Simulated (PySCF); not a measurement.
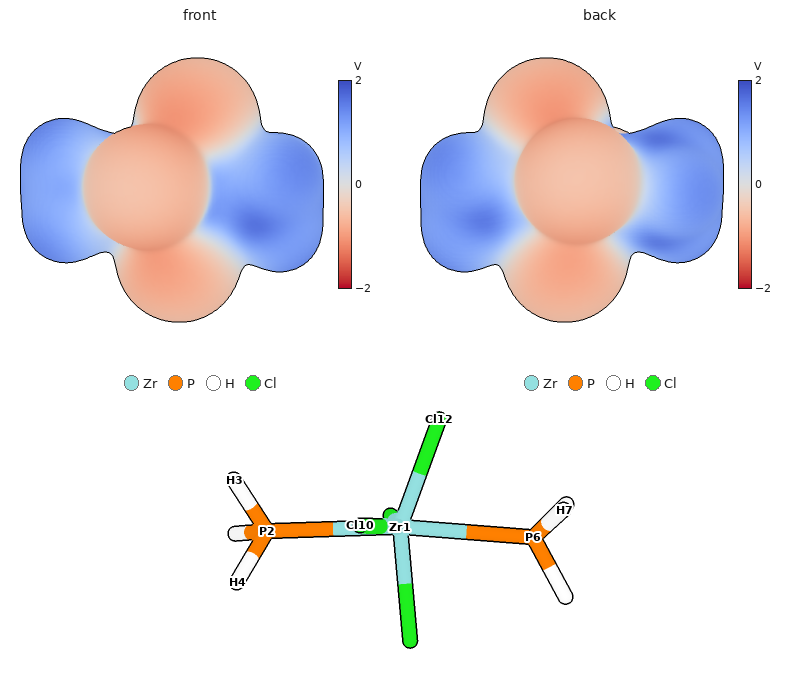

The picture shows: Cl4H6P2Zr (trans-Zr(PH3)2Cl4). The molecular electrostatic potential painted on the density surface at 0.002 e/bohr³, seen from the front and from behind; the colour scale runs from red (negative) to blue (positive). The bare structure is drawn below in the same view.

Geometry: PBE0-D3(BJ)/def2-SVP; core potentials replace the inner electrons of Zr.

All numbers below come from PySCF, PBE0/def2-SVPD, SCF density, gas phase, scalar-relativistic core potentials on the heavy atoms.

```xyz
13

Zr    0.0392    0.0829    0.0018
P    -0.0769   -0.0437    2.7938
H     0.5186    1.0434    3.4818
H     0.6425   -1.1081    3.3883
H    -1.2976   -0.1359    3.5081
P     0.0031   -0.1007   -2.7915
H     1.0903    0.5102   -3.4643
H    -1.0672    0.5710   -3.4302
H    -0.0381   -1.3406   -3.4776
Cl    2.3248    0.1594    0.7420
Cl   -2.3247    0.2595    0.3057
Cl    0.1560    2.3485   -0.7988
Cl    0.0605   -2.2982   -0.2369
```

Where is the surface potential most negative and most positive?

Answer. The most negative region (about −1.0 V, or −23 kcal/mol for a unit charge) lies over Cl10, Cl11 and Cl12, the most positive (about +1.5 V, or +35 kcal/mol for a unit charge) over P2 and P6.

How polar is the molecule by this calculation?

Answer. Its dipole moment is 0.56 D.
